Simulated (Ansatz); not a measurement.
# AlNH (quartet): B2PLYP, RPA-PBE over a scan of the scale of all distances, 6-31G, part 2 of 2

Ansatz 0.2.0, Gaussian basis; 6-31G, all electrons in the functionals, frozen cores in the correlation of double hybrids and RPA. Earlier steps stand in the parts before.

**11. RPA-PBE, 1.000**

File in.yaml:

```yaml
crystal:
  periodic: [false, false, false]
  atoms:
    - {symbol: Al, position_ang: [0.000000, -0.104664, 0.617425]}
    - {symbol: N, position_ang: [0.000000, 0.107524, -1.289743]}
    - {symbol: H, position_ang: [0.000000, 1.307572, 1.394905]}
basis:
  gaussian: {orbitals: 6-31G}
magnetization: {spin_polarized: true, initial_magnetization: 3}
hamiltonian: {xc: {name: PBE}}
correlation: {method: rpa, electrons: outside_noble_gas}
```

The run is started by

```console
$ ansatz run in.yaml --threads 1 --pin off --events-out ev --progress --plain --max-ram 2393MiB
```

What it wrote:

```text
Functional definition: PBE
  name "PBE"
  cite "Perdew, Burke & Ernzerhof, Phys. Rev. Lett. 77, 3865 (1996) doi:10.1103/PhysRevLett.77.3865"
  parent pbe
  parameter kappa = 0.804
  parameter beta = 0.06672455060314922
  exchange = pbe_x(kappa = kappa, mu = beta*pi^2/3)
  correlation = pbe_c(beta = beta)
302 factors; integrals over basis functions are off by at most 1.5e-4 eV
mean field evaluation 1: about -8089.3880 eV, gradient 2.0e1 eV
mean field evaluation 2: about -8089.3836 eV, gradient 2.0e1 eV
mean field evaluation 4: about -8091.3615 eV, gradient 5.3e0 eV
mean field evaluation 8: about -8091.6932 eV, gradient 1.3e-1 eV
mean field evaluation 16: about -8091.6933 eV, gradient 7.1e-6 eV
mean field evaluation 32: about -8090.5279 eV, gradient 3.1e0 eV
mean field evaluation 64: about -8074.5523 eV, gradient 1.7e1 eV
mean field -8091.69332146 eV, -297.3642448170 hartree, gradient 7.1e-6 eV, S^2 3.753759; 5 other end points of the search recorded, 0 dependent functions left out
6 core orbitals not correlated: weight in the atoms' cores, before any rotation towards them, 1.000 or more for the frozen orbitals, at most 0.000 for the correlated occupied ones
reference -8075.86887464 eV, -296.7827071223 hartree; 6, 3 occupied and 12, 15 virtual orbitals, 302 factors
Total energy: -8080.96282303 eV, -296.9699062730 hartree
```

It took 1.7 s on 1 thread of Arm Neoverse V1, shared host.

From the report: ⟨S²⟩ of the determinant 3.754 (pure quartet: 3.75).

**12. RPA-PBE, 1.113**

File in.yaml:

```yaml
crystal:
  periodic: [false, false, false]
  atoms:
    - {symbol: Al, position_ang: [0.000000, -0.116491, 0.687194]}
    - {symbol: N, position_ang: [0.000000, 0.119674, -1.435484]}
    - {symbol: H, position_ang: [0.000000, 1.455327, 1.552529]}
basis:
  gaussian: {orbitals: 6-31G}
magnetization: {spin_polarized: true, initial_magnetization: 3}
hamiltonian: {xc: {name: PBE}}
correlation: {method: rpa, electrons: outside_noble_gas}
```

The command is unchanged.

What it wrote:

```text
Functional definition: PBE
  name "PBE"
  cite "Perdew, Burke & Ernzerhof, Phys. Rev. Lett. 77, 3865 (1996) doi:10.1103/PhysRevLett.77.3865"
  parent pbe
  parameter kappa = 0.804
  parameter beta = 0.06672455060314922
  exchange = pbe_x(kappa = kappa, mu = beta*pi^2/3)
  correlation = pbe_c(beta = beta)
302 factors; integrals over basis functions are off by at most 1.5e-4 eV
mean field evaluation 1: about -8089.1736 eV, gradient 2.0e1 eV
mean field evaluation 2: about -8089.1695 eV, gradient 2.0e1 eV
mean field evaluation 4: about -8091.2608 eV, gradient 5.6e0 eV
mean field evaluation 8: about -8091.6875 eV, gradient 4.9e-2 eV
mean field evaluation 16: about -8091.6862 eV, gradient 7.4e-6 eV
mean field evaluation 32: about -8090.0964 eV, gradient 4.6e0 eV
mean field evaluation 64: about -8077.9226 eV, gradient 1.5e1 eV
mean field -8091.68619887 eV, -297.3639830665 hartree, gradient 7.4e-6 eV, S^2 3.758413; 6 other end points of the search recorded, 0 dependent functions left out
6 core orbitals not correlated: weight in the atoms' cores, before any rotation towards them, 1.000 or more for the frozen orbitals, at most 0.000 for the correlated occupied ones
reference -8075.72474410 eV, -296.7774104227 hartree; 6, 3 occupied and 12, 15 virtual orbitals, 302 factors
Total energy: -8081.06115797 eV, -296.9735200155 hartree
```

Wall time 1.8 s (1 thread of Arm Neoverse V1, shared host).

From the report: ⟨S²⟩ of the determinant 3.758 (pure quartet: 3.75).

From 1.000: -9.5 kJ/mol.

**13. RPA-PBE, 1.320**

File in.yaml:

```yaml
crystal:
  periodic: [false, false, false]
  atoms:
    - {symbol: Al, position_ang: [0.000000, -0.138157, 0.815001]}
    - {symbol: N, position_ang: [0.000000, 0.141931, -1.702461]}
    - {symbol: H, position_ang: [0.000000, 1.725995, 1.841274]}
basis:
  gaussian: {orbitals: 6-31G}
magnetization: {spin_polarized: true, initial_magnetization: 3}
hamiltonian: {xc: {name: PBE}}
correlation: {method: rpa, electrons: outside_noble_gas}
```

Launched as before.

What it wrote:

```text
Functional definition: PBE
  name "PBE"
  cite "Perdew, Burke & Ernzerhof, Phys. Rev. Lett. 77, 3865 (1996) doi:10.1103/PhysRevLett.77.3865"
  parent pbe
  parameter kappa = 0.804
  parameter beta = 0.06672455060314922
  exchange = pbe_x(kappa = kappa, mu = beta*pi^2/3)
  correlation = pbe_c(beta = beta)
302 factors; integrals over basis functions are off by at most 1.6e-4 eV
mean field evaluation 1: about -8087.3365 eV, gradient 2.1e1 eV
mean field evaluation 2: about -8087.3341 eV, gradient 2.1e1 eV
mean field evaluation 4: about -8089.7569 eV, gradient 7.1e0 eV
mean field evaluation 8: about -8090.7539 eV, gradient 6.0e-1 eV
mean field evaluation 16: about -8090.7563 eV, gradient 2.8e-4 eV
mean field evaluation 32: about -8089.1959 eV, gradient 2.8e-6 eV
mean field evaluation 64: about -8090.7459 eV, gradient 4.4e-1 eV
mean field -8090.75633772 eV, -297.3298112997 hartree, gradient 1.1e-6 eV, S^2 3.776739; 4 other end points of the search recorded, 0 dependent functions left out
6 core orbitals not correlated: weight in the atoms' cores, before any rotation towards them, 1.000 or more for the frozen orbitals, at most 0.000 for the correlated occupied ones
reference -8074.77279058 eV, -296.7424267761 hartree; 6, 3 occupied and 12, 15 virtual orbitals, 302 factors
Total energy: -8080.41164203 eV, -296.9496507450 hartree
```

It took 2 s on 1 thread of Arm Neoverse V1, shared host.

From the report: ⟨S²⟩ of the determinant 3.777 (pure quartet: 3.75).

From 1.000: +53.2 kJ/mol.

**14. RPA-PBE, 1.514**

File in.yaml:

```yaml
crystal:
  periodic: [false, false, false]
  atoms:
    - {symbol: Al, position_ang: [0.000000, -0.158462, 0.934781]}
    - {symbol: N, position_ang: [0.000000, 0.162791, -1.952671]}
    - {symbol: H, position_ang: [0.000000, 1.979663, 2.111886]}
basis:
  gaussian: {orbitals: 6-31G}
magnetization: {spin_polarized: true, initial_magnetization: 3}
hamiltonian: {xc: {name: PBE}}
correlation: {method: rpa, electrons: outside_noble_gas}
```

Launched as before.

What it wrote:

```text
Functional definition: PBE
  name "PBE"
  cite "Perdew, Burke & Ernzerhof, Phys. Rev. Lett. 77, 3865 (1996) doi:10.1103/PhysRevLett.77.3865"
  parent pbe
  parameter kappa = 0.804
  parameter beta = 0.06672455060314922
  exchange = pbe_x(kappa = kappa, mu = beta*pi^2/3)
  correlation = pbe_c(beta = beta)
302 factors; integrals over basis functions are off by at most 1.8e-4 eV
mean field evaluation 1: about -8085.3273 eV, gradient 2.3e1 eV
mean field evaluation 2: about -8085.3249 eV, gradient 2.3e1 eV
mean field evaluation 4: about -8085.7604 eV, gradient 1.6e1 eV
mean field evaluation 8: about -8089.8310 eV, gradient 1.6e0 eV
mean field evaluation 16: about -8089.8601 eV, gradient 1.5e-2 eV
mean field evaluation 32: about -8089.8135 eV, gradient 1.4e0 eV
mean field evaluation 64: about -8089.1716 eV, gradient 1.8e0 eV
mean field evaluation 96: about -8055.5670 eV, gradient 3.8e1 eV
mean field -8089.86007069 eV, -297.2968740939 hartree, gradient 5.2e-6 eV, S^2 3.787521; 7 other end points of the search recorded, 0 dependent functions left out
6 core orbitals not correlated: weight in the atoms' cores, before any rotation towards them, 1.000 or more for the frozen orbitals, at most 0.000 for the correlated occupied ones
reference -8074.16156883 eV, -296.7199647912 hartree; 6, 3 occupied and 12, 15 virtual orbitals, 302 factors
Total energy: -8079.82705759 eV, -296.9281676630 hartree
```

It took 2.6 s on 1 thread of Arm Neoverse V1, shared host.

From the report: ⟨S²⟩ of the determinant 3.788 (pure quartet: 3.75).

From 1.000: +109.6 kJ/mol.

**15. RPA-PBE, 1.723**

File in.yaml:

```yaml
crystal:
  periodic: [false, false, false]
  atoms:
    - {symbol: Al, position_ang: [0.000000, -0.180337, 1.063823]}
    - {symbol: N, position_ang: [0.000000, 0.185263, -2.222228]}
    - {symbol: H, position_ang: [0.000000, 2.252946, 2.403421]}
basis:
  gaussian: {orbitals: 6-31G}
magnetization: {spin_polarized: true, initial_magnetization: 3}
hamiltonian: {xc: {name: PBE}}
correlation: {method: rpa, electrons: outside_noble_gas}
```

Launched as before.

What it wrote:

```text
Functional definition: PBE
  name "PBE"
  cite "Perdew, Burke & Ernzerhof, Phys. Rev. Lett. 77, 3865 (1996) doi:10.1103/PhysRevLett.77.3865"
  parent pbe
  parameter kappa = 0.804
  parameter beta = 0.06672455060314922
  exchange = pbe_x(kappa = kappa, mu = beta*pi^2/3)
  correlation = pbe_c(beta = beta)
302 factors; integrals over basis functions are off by at most 2.6e-4 eV
mean field evaluation 1: about -8083.0385 eV, gradient 2.5e1 eV
mean field evaluation 2: about -8083.0367 eV, gradient 2.5e1 eV
mean field evaluation 4: about -8082.6716 eV, gradient 2.6e1 eV
mean field evaluation 8: about -8089.0578 eV, gradient 1.8e0 eV
mean field evaluation 16: about -8089.1007 eV, gradient 5.8e-3 eV
mean field evaluation 32: about -8089.0890 eV, gradient 2.8e-1 eV
mean field evaluation 64: about -8088.8471 eV, gradient 1.6e0 eV
mean field evaluation 96: about -8088.2053 eV, gradient 5.2e0 eV
mean field evaluation 128: about -8089.0789 eV, gradient 1.0e0 eV
mean field evaluation 160: about -8003.7221 eV, gradient 5.3e1 eV
mean field -8089.10071872 eV, -297.2689684235 hartree, gradient 5.4e-6 eV, S^2 3.809157; 12 other end points of the search recorded, 0 dependent functions left out
6 core orbitals not correlated: weight in the atoms' cores, before any rotation towards them, 1.000 or more for the frozen orbitals, at most 0.000 for the correlated occupied ones
reference -8073.65851168 eV, -296.7014777819 hartree; 6, 3 occupied and 12, 15 virtual orbitals, 302 factors
Total energy: -8079.33483214 eV, -296.9100787111 hartree
```

Run time: 3.8 s. Hardware: 1 thread of Arm Neoverse V1, shared host.

From the report: ⟨S²⟩ of the determinant 3.809 (pure quartet: 3.75).

From 1.000: +157.1 kJ/mol.

**16. RPA-PBE, 2.035**

File in.yaml:

```yaml
crystal:
  periodic: [false, false, false]
  atoms:
    - {symbol: Al, position_ang: [0.000000, -0.212992, 1.256459]}
    - {symbol: N, position_ang: [0.000000, 0.218811, -2.624628]}
    - {symbol: H, position_ang: [0.000000, 2.660908, 2.838631]}
basis:
  gaussian: {orbitals: 6-31G}
magnetization: {spin_polarized: true, initial_magnetization: 3}
hamiltonian: {xc: {name: PBE}}
correlation: {method: rpa, electrons: outside_noble_gas}
```

Launched as before.

What it wrote:

```text
Functional definition: PBE
  name "PBE"
  cite "Perdew, Burke & Ernzerhof, Phys. Rev. Lett. 77, 3865 (1996) doi:10.1103/PhysRevLett.77.3865"
  parent pbe
  parameter kappa = 0.804
  parameter beta = 0.06672455060314922
  exchange = pbe_x(kappa = kappa, mu = beta*pi^2/3)
  correlation = pbe_c(beta = beta)
303 factors; integrals over basis functions are off by at most 2.1e-4 eV
mean field evaluation 1: about -8080.5887 eV, gradient 2.7e1 eV
mean field evaluation 2: about -8080.5867 eV, gradient 2.7e1 eV
mean field evaluation 4: about -8079.2162 eV, gradient 2.8e1 eV
mean field evaluation 8: about -8088.1603 eV, gradient 2.0e0 eV
mean field evaluation 16: about -8088.3234 eV, gradient 3.0e-6 eV
mean field evaluation 32: about -8088.2141 eV, gradient 9.9e-2 eV
mean field evaluation 64: about -8088.3234 eV, gradient 2.2e-4 eV
mean field evaluation 96: about -8087.8249 eV, gradient 2.1e-1 eV
mean field evaluation 128: about -8088.3174 eV, gradient 4.8e-1 eV
mean field evaluation 160: about -8088.2150 eV, gradient 1.4e-2 eV
mean field -8088.32344392 eV, -297.2404041014 hartree, gradient 3.1e-6 eV, S^2 4.082798; 11 other end points of the search recorded, 0 dependent functions left out
6 core orbitals not correlated: weight in the atoms' cores, before any rotation towards them, 1.000 or more for the frozen orbitals, at most 0.000 for the correlated occupied ones
reference -8073.45908694 eV, -296.6941490580 hartree; 6, 3 occupied and 12, 15 virtual orbitals, 303 factors
Total energy: -8078.72964427 eV, -296.8878384673 hartree
```

Wall time 4.6 s (1 thread of Arm Neoverse V1, shared host).

From the report: ⟨S²⟩ of the determinant 4.083 (pure quartet: 3.75).

From 1.000: +215.5 kJ/mol.

**17. RPA-PBE, 2.436**

File in.yaml:

```yaml
crystal:
  periodic: [false, false, false]
  atoms:
    - {symbol: Al, position_ang: [0.000000, -0.254962, 1.504047]}
    - {symbol: N, position_ang: [0.000000, 0.261928, -3.141815]}
    - {symbol: H, position_ang: [0.000000, 3.185245, 3.397988]}
basis:
  gaussian: {orbitals: 6-31G}
magnetization: {spin_polarized: true, initial_magnetization: 3}
hamiltonian: {xc: {name: PBE}}
correlation: {method: rpa, electrons: outside_noble_gas}
```

Same command.

What it wrote:

```text
Functional definition: PBE
  name "PBE"
  cite "Perdew, Burke & Ernzerhof, Phys. Rev. Lett. 77, 3865 (1996) doi:10.1103/PhysRevLett.77.3865"
  parent pbe
  parameter kappa = 0.804
  parameter beta = 0.06672455060314922
  exchange = pbe_x(kappa = kappa, mu = beta*pi^2/3)
  correlation = pbe_c(beta = beta)
303 factors; integrals over basis functions are off by at most 3.0e-4 eV
mean field evaluation 1: about -8079.5178 eV, gradient 2.7e1 eV
mean field evaluation 2: about -8079.5155 eV, gradient 2.7e1 eV
mean field evaluation 4: about -8079.9172 eV, gradient 2.4e1 eV
mean field evaluation 8: about -8087.6870 eV, gradient 2.7e0 eV
mean field evaluation 16: about -8087.8553 eV, gradient 2.1e-1 eV
mean field evaluation 32: about -8087.8564 eV, gradient 1.1e-5 eV
mean field evaluation 64: about -8087.7943 eV, gradient 3.2e-1 eV
mean field evaluation 96: about -8087.8564 eV, gradient 3.4e-6 eV
mean field evaluation 128: about -8087.7923 eV, gradient 7.1e-2 eV
mean field evaluation 160: about -8087.6956 eV, gradient 1.0e-1 eV
mean field evaluation 192: about -8087.8363 eV, gradient 1.0e0 eV
mean field evaluation 224: about -8087.7930 eV, gradient 3.0e-1 eV
mean field evaluation 256: about -7985.8527 eV, gradient 4.3e1 eV
mean field -8087.85640657 eV, -297.2232407955 hartree, gradient 3.9e-6 eV, S^2 4.450292; 16 other end points of the search recorded, 0 dependent functions left out
6 core orbitals not correlated: weight in the atoms' cores, before any rotation towards them, 1.000 or more for the frozen orbitals, at most 0.000 for the correlated occupied ones
reference -8073.71877495 eV, -296.7036924163 hartree; 6, 3 occupied and 12, 15 virtual orbitals, 303 factors
Total energy: -8078.37936344 eV, -296.8749658844 hartree
```

Run time: 7 s. Hardware: 1 thread of Arm Neoverse V1, shared host.

From the report: ⟨S²⟩ of the determinant 4.450 (pure quartet: 3.75). The determinant is far from a pure spin state, so its energy mixes those of several spin states (harmless only where they are near-degenerate, as at dissociation).

From 1.000: +249.3 kJ/mol.

**18. The comparison**

The yardstick is full CI for this spin, exact in this basis with these frozen cores. It comes from earlier runs at the same points. Energies in kJ/mol, counted from 1.000; blanks weren't run or aren't comparable.

```tsv
level	0.885	1.000	1.113	1.320	1.514	1.723	2.035	2.436
FCI	123.6	0.0	-4.0	64.0	116.4	162.4	215.8	251.8
B2PLYP	112.4	0.0	7.1	97.8	169.5	235.2	292.9	323.0
RPA-PBE	126.3	0.0	-9.5	53.2	109.6	157.1	215.5	249.3
```

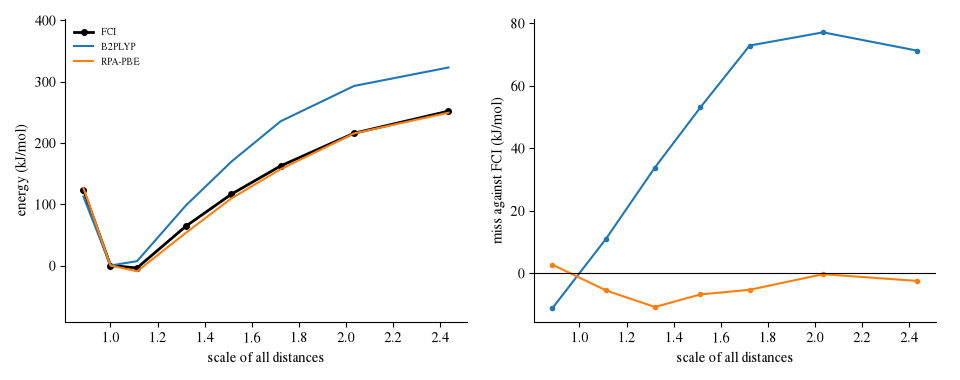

Left: the curves (the axis may cut off levels that run far away). Right: misses against FCI, in the same colours.

Largest miss and mean time a point (FCI took 3.1 min a point; shared hosts):

```tsv
level	largest miss (kJ/mol)	where	time a point
B2PLYP	+77.1	2.035	2.1 s
RPA-PBE	-10.8	1.320	3.2 s
```

**19. Outcome**

The summary covers parts 1 to 2.

| quantity | value |
| --- | --- |
| span of the FCI curve | 255.7 kJ/mol |
| largest miss, B2PLYP | +77.1 kJ/mol (2.035) |
| largest miss, RPA-PBE | -10.8 kJ/mol (1.320) |

Of the functionals, RPA-PBE keep the smallest largest miss at the points compared (at most 10.8 kJ/mol) and B2PLYP strays most (77.1 kJ/mol, at 2.035). B2PLYP, RPA-PBE clearly break the spin symmetry at some points (⟨S²⟩ up to 0.91 above the pure value), so energy there is bought with a mixed spin. Functionals and the yardstick converge differently with the basis, so part of each miss in 6-31G is the basis.
